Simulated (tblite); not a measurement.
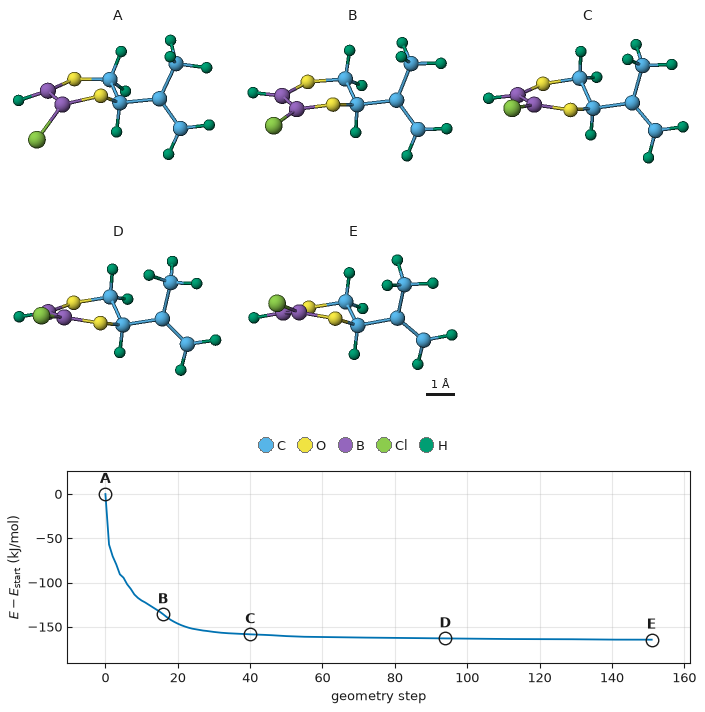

Frames of a relaxation of C5H9B2ClO2, marked on the history of the run. The picture is a ball-and-stick view, seen at a tilt.

These are results of tblite 0.8.0, GFN2-xTB geometry optimisation, gas phase, not measurements. 

Q: What happens along the run?

A: The Cl atom moves most after the best rigid fit: 2.01 Å. By element the largest moves are Cl 2.01 Å, H 0.95 Å, C 0.56 Å, O 0.47 Å, B 0.31 Å. Among the contacts that change: B–O 1.475 → 1.349 Å, B–O 1.453 → 1.340 Å, B–Cl 1.851 → 1.738 Å, C–C 1.473 → 1.539 Å. Bond angles that change, for instance: C–O–B 104.8° → 120.3°, B–B–H 118.7° → 132.3°, B–B–Cl 120.7° → 130.6°. Groups turn about B–O by about 50°, C–O by about 25°, C–C by about 25°. The energy falls by 164.5 kJ/mol in 151 geometry steps. The run took 0.88 s on 1 thread of AMD EPYC 9B45, with other jobs on the host. From step 0 to 16: the Cl atom moves most (0.66 Å), energy −135.9 kJ/mol. From step 16 to 40: the Cl atom moves most (0.66 Å), energy −22.6 kJ/mol. From step 40 to 94: an H atom moves most (0.52 Å), energy −4.62 kJ/mol. From step 94 to 151: H atoms move most (0.59 Å), energy −1.42 kJ/mol.

```
step  E − E(0), kJ/mol
   0              0.00
   1            -56.99
   2            -70.22
   3            -79.47
   4            -90.68
   5            -94.47
   6           -101.88
   7           -107.08
   8           -113.42
   9           -117.35
  10           -120.27
  17           -139.15
  25           -152.77
  32           -156.66
  40           -158.45
  47           -159.73
  55           -161.22
  62           -161.73
  69           -162.08
  77           -162.37
  84           -162.61
  92           -163.00
  99           -163.29
 106           -163.56
 114           -163.80
 121           -163.88
 129           -164.02
 136           -164.31
 144           -164.47
 151           -164.49
```
